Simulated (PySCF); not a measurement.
Trimethylsulfonium, SMILES C[S+](C)C (charge +1) at its B3LYP/def2-SVP optimised geometry (Å):

```
13

C     -0.7580    -1.1280    -1.6961
S     -0.3528    -0.6192     0.0000
C     -0.7584     1.1516     0.0000
C      1.4637    -0.6192     0.0000
H     -0.2430    -0.4875    -2.4255
H     -1.8495    -1.0552    -1.8023
H     -0.4497    -2.1778    -1.7997
H     -0.2480     1.6653    -0.8264
H     -0.4451     1.5538     0.9736
H     -1.8504     1.2318    -0.0946
H      1.8504    -0.0037    -0.8241
H      1.7859    -0.2278     0.9752
H      1.7858    -1.6653    -0.0987
```

Computed with B3LYP/def2-TZVP (PySCF). Cells within 0.4 Å of a nucleus heavier than hydrogen are left out (blank, or x).

Map of the log10 of the electron density (e/bohr³), floored at −4 on the plane z = 0.0 Å:

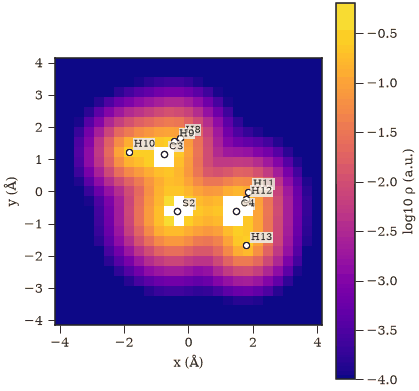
Figure. Log10 of the electron density (e/bohr³), floored at −4 on the plane z = 0.0 Å.
